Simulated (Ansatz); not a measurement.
**r2SCAN/6-31G run of NH3 (ammonia)**

Aim: the vertical singlet–triplet gap of NH3 (ammonia) at r2SCAN/6-31G, from 2 runs. 

The calculation is run with Ansatz 0.2.0.

68 further runs of the same task are left out: 68 set aside as unsound or not needed.

## 1. The system as given

The species is NH3 (4 atoms), meant as a singlet with charge 0. SMILES: `N`. Geometry: relaxed at GFN2-xTB.

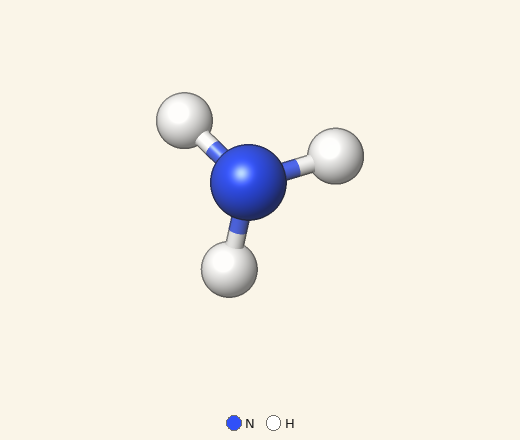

Viewed from a chosen angle; nitrogen blue, hydrogen white.

## 2. The energy at r2SCAN/6-31G

The input, input.yaml:

```yaml
crystal:
  periodic: [false, false, false]
  atoms:
    - {symbol: N, position_ang: [-0.068160, 0.242830, 0.108060]}
    - {symbol: H, position_ang: [0.491930, -0.300470, 0.753380]}
    - {symbol: H, position_ang: [-0.891960, -0.300620, -0.118350]}
    - {symbol: H, position_ang: [0.468190, 0.358250, -0.743090]}
basis:
  gaussian: {orbitals: 6-31G}
hamiltonian: {xc: {name: r2SCAN}}
accuracy: high
```

Started as:

```
$ ansatz run input.yaml --threads 1 --pin off --max-ram 2610MiB --events-out events.jsonl --progress --plain --runs-dir runs
```

What it wrote:

```text
Warning: RAYON_NUM_THREADS=1 ignored (pool sized by the plan → 1); use --threads N
Functional definition: r2SCAN
  name "r2SCAN"
  parameter k0 = 0.174
  parameter k1 = 0.065
  parameter a1 = 4.9479
  exchange = r2scan_x(k0 = k0, k1 = k1, a1 = a1)
  correlation = r2scan_c
350 factors; integrals over basis functions are off by at most 3.7e-9 eV
mean field evaluation 1: about -1531.9944 eV, gradient 5.1e1 eV
mean field evaluation 2: about -1527.0856 eV, gradient 6.7e1 eV
mean field evaluation 4: about -1537.1786 eV, gradient 1.4e-1 eV
mean field evaluation 8: about -1537.1712 eV, gradient 1.2e-3 eV
mean field -1537.17119831 eV, -56.4899996060 hartree, gradient 8.9e-8 eV, S^2 0.000000; 0 other end points of the search recorded, 0 dependent functions left out
reference -1537.17119862 eV, -56.4899996173 hartree; 5, 5 occupied and 10, 10 virtual orbitals, 350 factors
Total energy: -1537.17119862 eV, -56.4899996173 hartree
```

Wall time 0.38 s (1 thread of AMD EPYC 9R45 (Zen 5), shared host).

## 3. The triplet

The input, run.yaml:

```yaml
basis:
  gaussian: {orbitals: 6-31G}
crystal:
  periodic: [false, false, false]
  atoms:
    - {symbol: "N", position_ang: [-0.068160, 0.242830, 0.108060]}
    - {symbol: H, position_ang: [0.491930, -0.300470, 0.753380]}
    - {symbol: H, position_ang: [-0.891960, -0.300620, -0.118350]}
    - {symbol: H, position_ang: [0.468190, 0.358250, -0.743090]}
magnetization: {spin_polarized: true, initial_magnetization: 2}
hamiltonian: {xc: {name: r2SCAN}}
accuracy: high
```

Started as:

```
$ ansatz run run.yaml --threads 1 --pin off --max-ram 2610MiB --events-out events.jsonl --progress --plain --runs-dir runs
```

What it wrote:

```text
Warning: RAYON_NUM_THREADS=1 ignored (pool sized by the plan → 1); use --threads N
Functional definition: r2SCAN
  name "r2SCAN"
  parameter k0 = 0.174
  parameter k1 = 0.065
  parameter a1 = 4.9479
  exchange = r2scan_x(k0 = k0, k1 = k1, a1 = a1)
  correlation = r2scan_c
350 factors; integrals over basis functions are off by at most 3.7e-9 eV
mean field evaluation 1: about -1528.8870 eV, gradient 1.8e1 eV
mean field evaluation 2: about -1528.3024 eV, gradient 2.1e1 eV
mean field evaluation 4: about -1530.2311 eV, gradient 8.3e-2 eV
mean field evaluation 8: about -1530.2234 eV, gradient 2.0e-3 eV
mean field evaluation 16: about -1530.2234 eV, gradient 3.9e-7 eV
mean field -1530.22338210 eV, -56.2346720694 hartree, gradient 6.0e-8 eV, S^2 2.001551; 0 other end points of the search recorded, 0 dependent functions left out
reference -1530.22338286 eV, -56.2346720973 hartree; 6, 4 occupied and 9, 11 virtual orbitals, 350 factors
Total energy: -1530.22338286 eV, -56.2346720973 hartree
```

It took 0.6 s on 1 thread of AMD EPYC 9R45 (Zen 5), shared host; peak memory 0.16 GiB.

## 4. Results

Level: r2SCAN/6-31G.

```
                                        quantity         value
                           singlet: total energy  -56.49000 Eh
                           triplet: total energy  -56.23467 Eh
                                   triplet: ⟨S²⟩         2.002
vertical energy of the triplet above the singlet      6.948 eV
```

At this shape the triplet lies 6.95 eV (670 kJ/mol) above the singlet.
